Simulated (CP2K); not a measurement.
# C2HBF (SMILES [C]#CBF): PM3

Aim: the energy difference between two shapes of C2HBF at PM3, from 2 runs. 

The calculation is run with CP2K 2026.2.

5 further runs of the same task are left out: 3 that didn't finish, 2 set aside as unsound or not needed.

## 1. Starting point

The species is C2HBF (5 atoms), meant as a doublet with charge 0. SMILES: `[C]#CBF`. The shape is that of a GFN2-xTB optimisation.

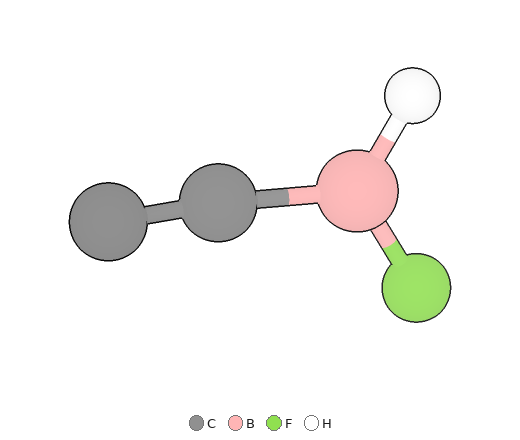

Viewed from a chosen angle; carbon grey, boron pink, fluorine green, hydrogen white.

## 2. The energy at PM3

File mol.inp:

```
&GLOBAL
  PROJECT_NAME mol
  RUN_TYPE ENERGY
  PRINT_LEVEL MEDIUM
&END GLOBAL

&FORCE_EVAL
  METHOD Quickstep
  &DFT
    MULTIPLICITY 2
    UNRESTRICTED_KOHN_SHAM T
    &QS
      METHOD PM3
      EPS_DEFAULT 1.0E-10
      &SE
        &COULOMB
          CUTOFF [angstrom] 50
          RC_RANGE [angstrom] 0
        &END COULOMB
        &EXCHANGE
          CUTOFF [angstrom] 50
          RC_RANGE [angstrom] 0
        &END EXCHANGE
      &END SE
    &END QS
    &POISSON
      PERIODIC NONE
      POISSON_SOLVER ANALYTIC
    &END POISSON
    &SCF
      SCF_GUESS ATOMIC
      EPS_SCF 1.0E-06
      MAX_SCF 40
      &OT
        MINIMIZER CG
        PRECONDITIONER FULL_SINGLE_INVERSE
      &END OT
      &OUTER_SCF
        EPS_SCF 1.0E-06
        MAX_SCF 10
      &END OUTER_SCF
    &END SCF
    &PRINT
      &MOMENTS
        PERIODIC F
        REFERENCE COM
        MAX_MOMENT 1
      &END MOMENTS
      &MO_CUBES
        NLUMO 3
        NHOMO -1
        WRITE_CUBE F
      &END MO_CUBES
      &HIRSHFELD OFF
      &END HIRSHFELD
    &END PRINT
  &END DFT
  &SUBSYS
    &CELL
      ABC 12.2 12.5 12.6
      PERIODIC NONE
    &END CELL
    &COORD
      C      1.058500    -1.069460     1.493050
      C      0.496030    -0.402700     0.663670
      B     -0.283370     0.325850    -0.413980
      F     -1.174790    -0.318040    -1.118520
      H     -0.096370     1.464350    -0.624220
    &END COORD
    &TOPOLOGY
      &CENTER_COORDINATES
      &END CENTER_COORDINATES
    &END TOPOLOGY
  &END SUBSYS
&END FORCE_EVAL
```

Run with:

```console
$ OMP_NUM_THREADS=1 cp2k.psmp -i mol.inp > mol.out 2>&1
```

What it wrote:

```text
CP2K| version string:                                       CP2K version 2026.2
[...]
 GLOBAL| Method name                                                        CP2K
[...]
 GLOBAL| Run type                                                         ENERGY
[...]
                             - Atoms:                                          5
[...]
                             - Spherical basis functions:                     17
[...]
 Number of electrons:                                                         10
[...]
     1 OT CG       0.80E-01    0.1     0.20110311       -23.9189439352 -2.39E+01
[...]
    14 OT CG       0.69E+00    0.0     0.00000049       -27.4328332430 -1.13E-10
  *** SCF run converged in    14 steps ***
  Core-core repulsion energy [eV]:                            802.66327813445116
  Core Hamiltonian energy [eV]:                             -1236.64000576211743
  Two-electron integral energy [eV]:                         -625.01725604283934
  Electronic energy [eV]:                                   -1549.14863378353721
  Total energy [eV]:                                         -746.48535564908593
  Atomic reference energy [eV]:                               748.94415209598696
  Heat of formation [kcal/mol]:                                56.70119756509045
[...]
 SE_DIPOLE| Moment [Debye]         -0.25156132      -0.42730662      -0.11126638
 SE_DIPOLE| Derivative [a.u.]       0.00000000       0.00000000       0.00000000
 *** WARNING in qs_scf_post_se.F:140 :: Printing of MO cube files not ***
 *** implemented for Semi-Empirical method.                           ***
 ENERGY| Total FORCE_EVAL ( QS ) energy [hartree]            -27.432833243033620
[...]
```

It took 3.9 s on 1 thread of Intel Xeon Platinum 8259CL at 2.50GHz (Skylake/Cascade Lake), shared host; peak memory 0.18 GiB.

## 3. The distorted shape, same level

File run.inp:

```
&GLOBAL
  PROJECT run
  RUN_TYPE ENERGY
  PRINT_LEVEL MEDIUM
&END GLOBAL

&FORCE_EVAL
  METHOD QUICKSTEP
  &DFT
    MULTIPLICITY 2
    SPIN_POLARIZED T
    &QS
      METHOD PM3
      EPS_DEFAULT 1.0E-10
      &SE
        &COULOMB
          CUTOFF [angstrom] 50
          RC_RANGE [angstrom] 0
        &END COULOMB
        &EXCHANGE
          CUTOFF [angstrom] 50
          RC_RANGE [angstrom] 0
        &END EXCHANGE
      &END SE
    &END QS
    &POISSON
      PERIODIC NONE
      POISSON_SOLVER ANALYTIC
    &END POISSON
    &SCF
      SCF_GUESS ATOMIC
      EPS_SCF 1.0E-06
      MAX_SCF 40
      &OT
        MINIMIZER CG
        PRECONDITIONER FULL_SINGLE_INVERSE
      &END OT
      &OUTER_SCF
        EPS_SCF 1.0E-06
        MAX_SCF 10
      &END OUTER_SCF
    &END SCF
    &PRINT
      &MOMENTS
        PERIODIC F
        REFERENCE COM
        MAX_MOMENT 1
      &END MOMENTS
      &MO_CUBES
        NLUMO 3
        NHOMO -1
        WRITE_CUBE F
      &END MO_CUBES
      &HIRSHFELD OFF
      &END HIRSHFELD
    &END PRINT
  &END DFT
  &SUBSYS
    &CELL
      ABC 12.4 12.6 12.6
      PERIODIC NONE
    &END CELL
    &COORD
      C      1.174594    -1.023307     1.436897
      C      0.513535    -0.359549     0.684059
      B     -0.343312     0.220734    -0.366087
      F     -1.200605    -0.347796    -1.124763
      H     -0.165257     1.550783    -0.721995
    &END COORD
    &TOPOLOGY
      &CENTER_COORDINATES
      &END CENTER_COORDINATES
    &END TOPOLOGY
  &END SUBSYS
&END FORCE_EVAL
```

Run with:

```console
$ OMP_NUM_THREADS=1 cp2k.psmp -i run.inp > run.out 2>&1
```

What it wrote:

```text
CP2K| version string:                                       CP2K version 2026.2
[...]
 GLOBAL| Method name                                                        CP2K
[...]
 GLOBAL| Run type                                                         ENERGY
[...]
                             - Atoms:                                          5
[...]
                             - Spherical basis functions:                     17
[...]
 Number of electrons:                                                         10
[...]
     1 OT CG       0.80E-01    0.0     0.20293867       -23.9182525886 -2.39E+01
[...]
    13 OT CG       0.81E+00    0.0     0.00000086       -27.4164955232 -3.14E-10
  *** SCF run converged in    13 steps ***
  Core-core repulsion energy [eV]:                            798.86822207094804
  Core Hamiltonian energy [eV]:                             -1235.20593907532748
  Two-electron integral energy [eV]:                         -619.40613335689523
  Electronic energy [eV]:                                   -1544.90900575377509
  Total energy [eV]:                                         -746.04078368282717
  Atomic reference energy [eV]:                               748.94415209598696
  Heat of formation [kcal/mol]:                                66.95327146999269
[...]
 SE_DIPOLE| Moment [Debye]         -0.16634276       0.10413013      -0.32727581
 SE_DIPOLE| Derivative [a.u.]       0.00000000       0.00000000       0.00000000
 *** WARNING in qs_scf_post_se.F:140 :: Printing of MO cube files not ***
 *** implemented for Semi-Empirical method.                           ***
 ENERGY| Total FORCE_EVAL ( QS ) energy [hartree]            -27.416495523180696
[...]
```

Run time: 2.9 s. Hardware: 1 thread of Intel Xeon Platinum 8259CL at 2.50GHz (Skylake/Cascade Lake), shared host; peak memory 0.18 GiB.

## 4. What came out

Level: PM3.

| quantity | value |
| --- | --- |
| first shape: total energy | -27.43283 Eh |
| first shape: dipole moment | 0.51 D |
| first shape: heat of formation | 56.7 kcal/mol |
| distorted shape: total energy | -27.41650 Eh |
| distorted shape: dipole moment | 0.38 D |
| distorted shape: heat of formation | 67.0 kcal/mol |
| energy change with the atoms displaced | 0.445 eV |

What this shows: With the atoms displaced the energy rises by 0.44 eV (42.9 kJ/mol). The first shape isn't relaxed at this level, so the change isn't measured from a minimum.
